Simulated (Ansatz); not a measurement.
CH$_{5}$AlBNO (SMILES N[BH][Al]1[CH2][O]1)

| atom | x (Å) | y (Å) | z (Å) |
| --- | --- | --- | --- |
| N | -1.7335 | -1.6815 | 0.2633 |
| B | -0.3974 | -1.4116 | 0.5086 |
| Al | 0.5513 | 0.4011 | -0.0414 |
| C | 1.4266 | 2.0658 | -0.2732 |
| O | 1.1458 | 1.2091 | -1.4389 |
| H | -2.1678 | -2.5484 | 0.5401 |
| H | -2.3672 | -1.0628 | -0.2136 |
| H | 0.2301 | -2.2588 | 1.0819 |
| H | 0.9001 | 3.0208 | -0.3156 |
| H | 2.4949 | 2.2152 | -0.1084 |

Geometry: PBE0-D4/def2-TZVP.

Theory: RKS PBE0-D4/def2-TZVPP in Ansatz.

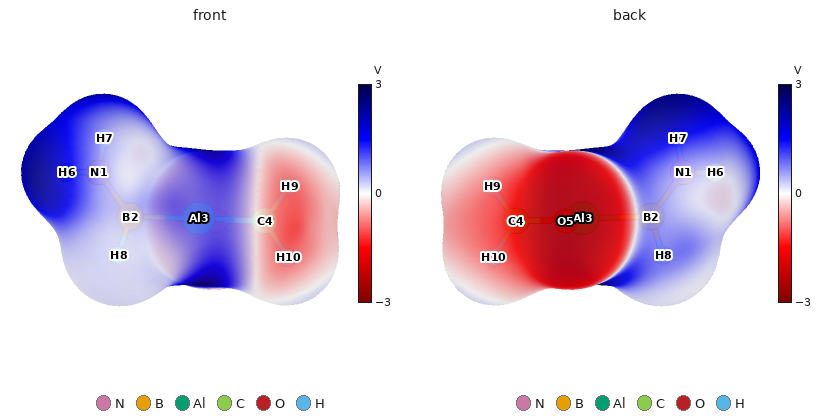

Figure 1. The electrostatic potential painted on the density surface at 0.002 e/bohr³, seen from the front and from behind; the colour scale runs from red (negative) to blue (positive).

Which sites attract a positive test charge, and which a negative one?

A positive charge is drawn to the negative regions and a negative charge to the positive ones. The most negative region (about −2.2 V) lies over O5, the most positive (about +2.7 V) over Al3. O5 is the likeliest acceptor of a hydrogen bond.

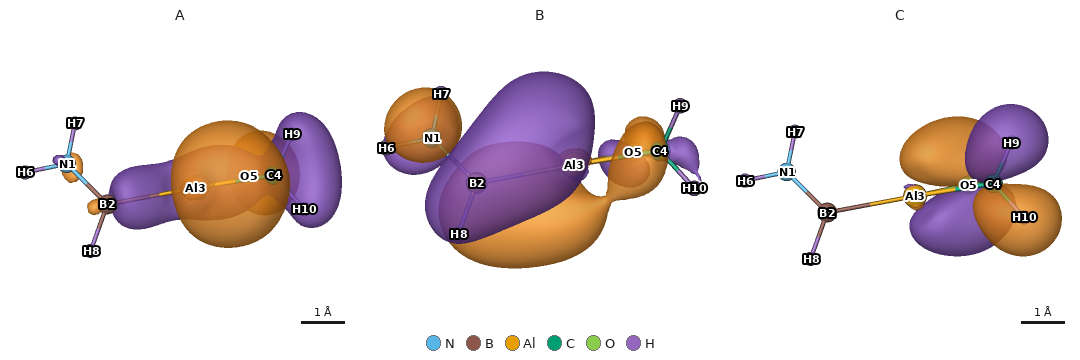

Figure 2. Three frontier orbitals at ±0.08 Å⁻³ᐟ² (orange and purple are the two phases), in no order.

Order the three orbitals by energy and name them.

C is the HOMO−1 (−7.24 eV). By Hirshfeld shares it lies mainly on O5 (about 65 %), C4 (about 15 %), H10 (about 5 %) and H9 (about 5 %). A is the HOMO (−5.89 eV). It lies mainly on C4 (about 35 %), O5 (about 30 %) and Al3 (about 25 %). B is the LUMO (−1.42 eV). By Hirshfeld shares it lies mainly on Al3 (about 35 %), B2 (about 35 %) and N1 (about 10 %).

What is the HOMO–LUMO gap?

4.47 eV between the orbital energies.

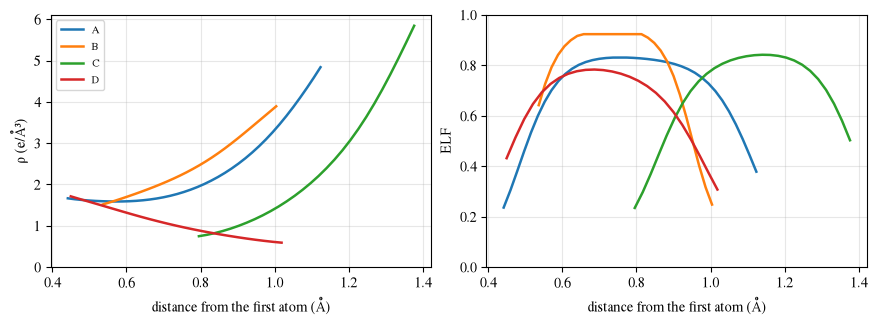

Figure 3. Total electron density and electron localisation function along straight lines between neighbouring atoms. The curves leave out the atomic cores.

Which curve belongs to which contact (Al–O, B–N, C–Al and C–O)? The first atom named is at distance zero.

Curve A: C–O (1.47 Å): the density is about 1.8 e/Å³ at the midpoint, with its minimum of 1.6 e/Å³ about 0.6 Å from C; the ELF peaks at about 0.85 between the atoms; a shared but strongly polarised pair. Curve B: B–N (1.38 Å): the density is about 2 e/Å³ at the midpoint; the ELF peaks at about 0.90 between the atoms; a short, strongly polar bond. Curve C: Al–O (1.72 Å): ρ is about 0.87 e/Å³ halfway; the ELF peaks at about 0.85 in the valence shell of O, 0.6 Å from its nucleus, and is about 0.45 at the midpoint. Curve D: C–Al (1.90 Å): the density is about 0.66 e/Å³ at the midpoint; the ELF peaks at about 0.80 in the valence shell of C, 0.7 Å from its nucleus, and is about 0.50 at the midpoint.
